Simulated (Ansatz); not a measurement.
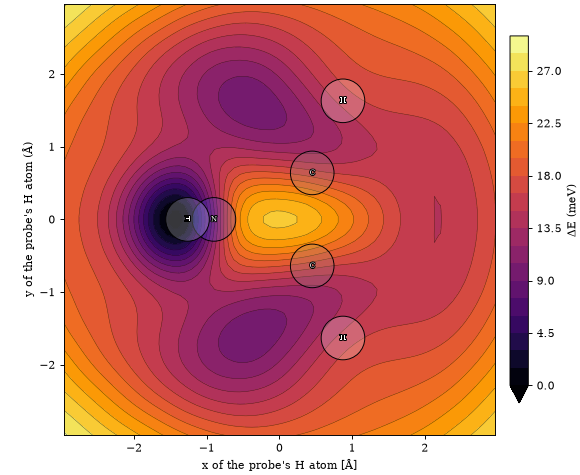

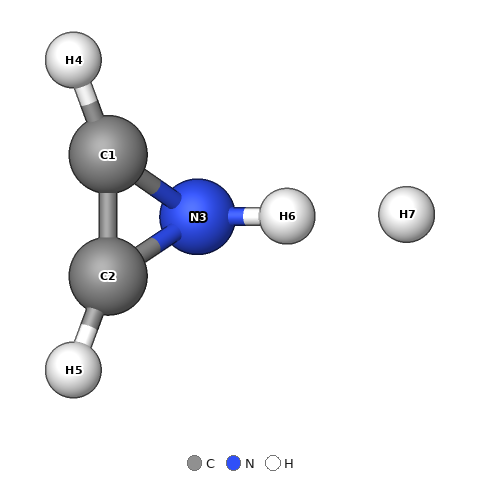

Energy landscape of C₂H₃N (SMILES C1=CN1) with the probe H. The probe is moved over a plane parallel to the molecule's main plane, 2.66 Å above it. The first coordinate is: x of the probe's H atom; the second: y of the probe's H atom. Nothing is relaxed (molecule and probe rigid). The scan uses a 19 × 19 grid; 190 points were computed and 171 follow by symmetry. Points are written as (first, second). Energies: meV, counted from the lowest grid point. Method: UKS PBE0-D4/def2-SVPD (Ansatz 0.2.0).

Drawn: filled contours, labelled circles for the molecule's atoms, projected on the plane. Between grid points the surface is interpolated. The second picture is the structure at the lowest point.

Question: Where are the wells?

Answer: The lowest grid point is at (−1.32 Å, 0.00 Å) [nearest 1 H at 1.70 Å]. The bottom of the well lies between grid points, at about (−1.43 Å, 0.00 Å), about 0.54 meV lower on the interpolated surface. A higher local minimum lies near (−0.33 Å, −1.65 Å) [nearest 1 H at 2.55 Å] (9.5 meV above the lowest at that grid point). The highest grid point, (−2.97 Å, −2.97 Å) [nearest 1 H at 3.82 Å], lies 28.7 meV above the lowest. On the interpolated surface the easiest way out of the lowest well to the well at (−0.33 Å, −1.65 Å) [nearest 1 H at 2.55 Å] passes a barrier of about 14 meV, counted from the interpolated bottom of the well. Near the minimum the curvatures are about 0.073 and 0.096 eV/Å² along the soft and the stiff direction.

The whole map (190 points run) took 12 min on 1 thread of Arm Neoverse V2 (shared host).
